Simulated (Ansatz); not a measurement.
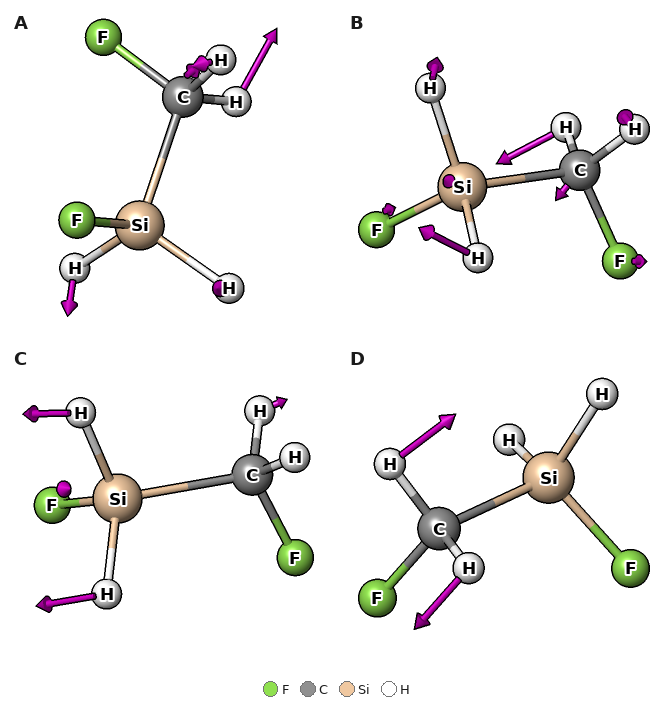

4 normal modes of one molecule or complex, as arrows. Harmonic vibrations computed with RKS PBE0-D4/def2-TZVP (Ansatz 0.2.0) at a stationary point of the same level.

**Match the panels to the wavenumbers 286 cm⁻¹, 660 cm⁻¹, 870 cm⁻¹, 1249 cm⁻¹.**

A: 660 cm⁻¹
B: 286 cm⁻¹, angle bending
C: 870 cm⁻¹
D: 1249 cm⁻¹, F–C–H bending
